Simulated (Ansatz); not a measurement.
# CH3ClSiTe: rigid scan of one bond length in Python

How does the energy of CH3ClSiTe change as one bond is stretched? A script is to give a rigid scan of one bond length; the system is CH3ClSiTe.

Program: Ansatz 0.2.0, driven from Python. Level of theory: PBE0/def2-SVP. These are calculated values, not measurements.

**1. The system**

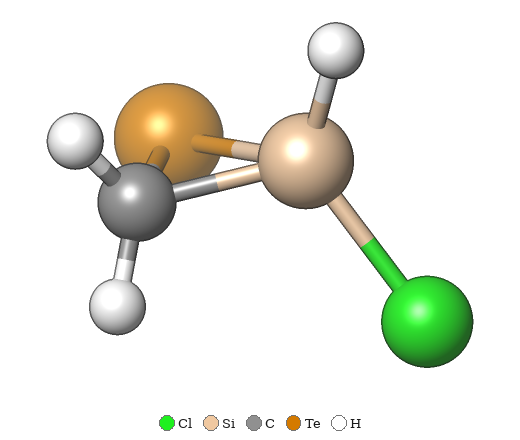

The structure that the script starts from, seen from a chosen angle (chlorine green, silicon light orange, carbon grey, tellurium orange, hydrogen white).

No structure file is read: the coordinates are typed or built in the script.

**2. Script**

Input file scan.py:

```python
# -*- coding: utf-8 -*-
'''Potential curve of CH3ClSiTe along one bond.'''

import ansatz as az
from ase import Atoms
import numpy as np


def main():
    atoms = Atoms(['Cl', 'Si', 'C', 'Te', 'H', 'H', 'H'], positions=[
        (0.7862, -1.7751, -1.6855),
        (-0.2347, -0.899, -0.0397),
        (-0.0327, 0.9169, 0.0468),
        (1.4326, 0.2651, 1.5659),
        (-1.5223, -1.3939, 0.4421),
        (0.4924, 1.3647, -0.8353),
        (-0.8603, 1.4533, 0.46),
    ])
    molecule = az.Crystal.molecule_from_ase(atoms)

    symbols = [site.symbol for site in molecule.cartesian_sites]
    start = np.array([site.position_ang for site in molecule.cartesian_sites])
    axis = (start[0] - start[1]) / np.linalg.norm(start[0] - start[1])
    moving = [0]
    lengths, energies = [1.871, 1.956, 2.041, 2.126, 2.211, 2.296, 2.381, 2.508], []
    for length in lengths:
        xyz = start.copy()
        xyz[moving] += (length - np.linalg.norm(start[0] - start[1])) * axis
        point = az.Crystal.molecule()
        for symbol, xyz in zip(symbols, xyz):
            point = point.atom(symbol, xyz.tolist())
        calc = (
            point.calculation()
            .basis(gaussian='def2-SVP')
            .functional('pbe0')  # level of theory
        )
        data = calc.run(threads=1).report
        energies.append(data['free_energy_ev'])
        print(f'r = {length:6.3f} A  E = {energies[-1]:.5f} eV  <S^2> = {abs(data["mean_field"]["state"]["spin_squared"]):.3f}')

    # quartic fit about the minimum
    fit = np.polynomial.Polynomial.fit(lengths, np.array(energies) - min(energies), 4).convert()
    roots = [r.real for r in fit.deriv().roots() if abs(r.imag) < 1e-9 and fit.deriv(2)(r.real) > 0]
    r_e = min(roots, key=lambda r: abs(r - lengths[int(np.argmin(energies))]))
    print(f'minimum of the fit at {r_e:.4f} A, force constant {fit.deriv(2)(r_e):.2f} eV/A^2')


if __name__ == '__main__':
    main()
```

**3. The input behind the calls**

The engine receives this input (first run):

```yaml
crystal:
  periodic: [false, false, false]
  atoms:
    - { symbol: Cl, position_ang: [0.6638918171560777, -1.6701394759628168, -1.488326126628928] }
    - { symbol: Si, position_ang: [-0.2347, -0.899, -0.0397] }
    - { symbol: C, position_ang: [-0.0327, 0.9169, 0.0468] }
    - { symbol: Te, position_ang: [1.4326, 0.2651, 1.5659] }
    - { symbol: H, position_ang: [-1.5223, -1.3939, 0.4421] }
    - { symbol: H, position_ang: [0.4924, 1.3647, -0.8353] }
    - { symbol: H, position_ang: [-0.8603, 1.4533, 0.46] }
basis:
  gaussian:
    orbitals: def2-SVP
hamiltonian:
  xc: pbe0
```

**4. Running it**

Launch:

```sh
python scan.py
```

Log:

```text
r =  1.871 A  E = -28764.14281 eV  <S^2> = 0.000
r =  1.956 A  E = -28764.45642 eV  <S^2> = 0.000
r =  2.041 A  E = -28764.55488 eV  <S^2> = 0.000
r =  2.126 A  E = -28764.50560 eV  <S^2> = 0.000
r =  2.211 A  E = -28764.35724 eV  <S^2> = 0.000
r =  2.296 A  E = -28764.14490 eV  <S^2> = 0.000
r =  2.381 A  E = -28763.89382 eV  <S^2> = 0.000
r =  2.508 A  E = -28763.48386 eV  <S^2> = 0.000
minimum of the fit at 2.0506 A, force constant 19.78 eV/A^2
```

Wall time 26 s (1 thread of Arm Neoverse V2, shared host); peak memory 0.27 GiB.

**5. What changed from run to run**

The engine's inputs for some of the other runs:

Run 3, against run 1:

```diff
@@ -4 +4 @@
-    - { symbol: Cl, position_ang: [0.6638918171560777, -1.6701394759628168, -1.488326126628928] }
+    - { symbol: Cl, position_ang: [0.7455383211200185, -1.7402055961732277, -1.6199490242916312] }
```

Run 6, against run 1:

```diff
@@ -4 +4 @@
-    - { symbol: Cl, position_ang: [0.6638918171560777, -1.6701394759628168, -1.488326126628928] }
+    - { symbol: Cl, position_ang: [0.8680080770659296, -1.845304776488844, -1.8173833707856861] }
```

Run 8, against run 1:

```diff
@@ -4 +4 @@
-    - { symbol: Cl, position_ang: [0.6638918171560777, -1.6701394759628168, -1.488326126628928] }
+    - { symbol: Cl, position_ang: [0.9698260702444912, -1.9326813499277093, -1.9815248666944691] }
```

Lines on the test bed's own set-up are left out of the output.

A comment line of the script is reworded here; the code is as run.

**6. The engine's runs**

From the records of these 8 runs:

```
run  distance (Å)  energy from run 3 (eV)  SCF cycles  CPU time (s)
  1          1.87                  0.4121          17           3.1
  2          1.96                  0.0985          17             3
  3          2.04                  0.0000          18           3.2
  4          2.13                  0.0493          18           3.2
  5          2.21                  0.1976          18           3.1
  6          2.30                  0.4100          18           3.1
  7          2.38                  0.6611          18           3.1
  8          2.51                  1.0710          18           3.1
```

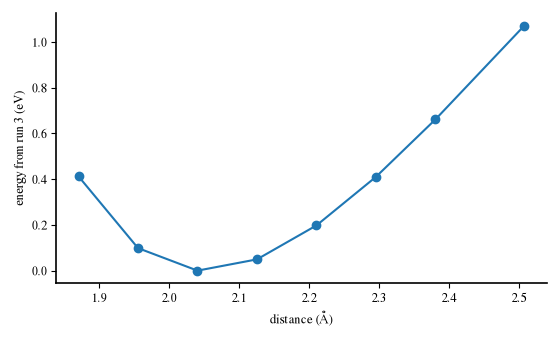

Energy against distance; lines join the points.

**7. Results**

| quantity | value |
| --- | --- |
| bond length at the fit's minimum | 2.0506 Å |
| runs compared | 8 |
| range of energy | 1.071 eV |
| lowest point, distance (Å) | 2.04 |

The curve has its lowest point inside the range, at 2.04. The ends stand 0.412 and 1.07 eV above it. The distance scanned is the script's pair 1, 0. Notes:
- The rest of the molecule is held rigid at a force-field or estimated start geometry, and the basis set is modest; single-reference methods fail as a bond breaks.
- def2 sets replace the cores of elements past krypton by effective core potentials.
- The orbitals are restricted, so S² is zero by construction.
